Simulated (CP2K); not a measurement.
2-silylimidazole has these distinct N atoms: N3 (bonded to 2 C) and N6 (bonded to 2 C and H).

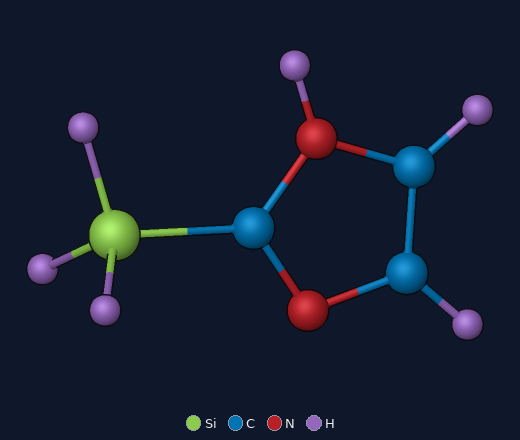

The molecule (silicon green, carbon blue, nitrogen red, hydrogen purple).

```xyz
12

Si    2.1125    0.1002   -0.2677
C     0.2539    0.1182   -0.1499
N    -0.5342    0.9347   -0.8573
C    -1.8250    0.6540   -0.4729
C    -1.8408   -0.3449    0.4808
N    -0.5205   -0.6808    0.6744
H     2.5572   -0.2553   -1.6428
H     2.6705    1.4299    0.0997
H     2.6173   -0.9260    0.6918
H    -2.6723    1.1821   -0.8987
H    -2.6447   -0.8318    1.0197
H    -0.1740   -1.3802    1.3228
```

Their partial N K spectra (CP2K XAS_TDP, all-electron GAPW, PBEh(45%), aug-pc-1, TDA, GW2X-corrected core level, no relativity) are given in random order, each times the number of alike atoms.

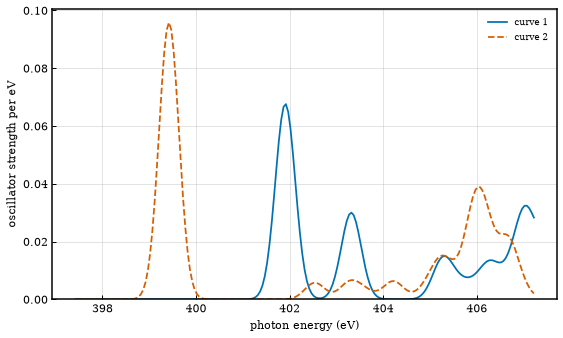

Gaussian full width 0.5 eV, oscillator strength per eV, alike atoms added, rows of zeros left out.

Which curve belongs to which atom?

Curve 1: N6 (bonded to 2 C and H), leading line at 401.91 eV (f = 0.036 an atom), ionisation energy 406.34 eV, term value 4.43 eV. Curve 2: N3 (bonded to 2 C), leading line at 399.42 eV (f = 0.051 an atom), ionisation energy 404.26 eV, term value 4.84 eV. The leading line of an atom is its first one with 35 % of the strongest within 2.5 eV of its lowest line over the strength cut. A line lies at the core ionisation energy, which rises as an atom loses charge to its neighbours or to a π system, less the term value, which is large for a low π* or σ* orbital with weight on that atom.

[Banner, clock and machine lines of the logs are left out without a mark of their own.]

[Logs are printed without paths, hosts, clocks, repeated set-up lines and the standing remarks that a program may print on its own settings, such as how far it seeks lower states.]

[Hosts, paths, dates, database ids (printed as entryN), source tags and the programs' standing remarks are cut or masked in the printed files.]
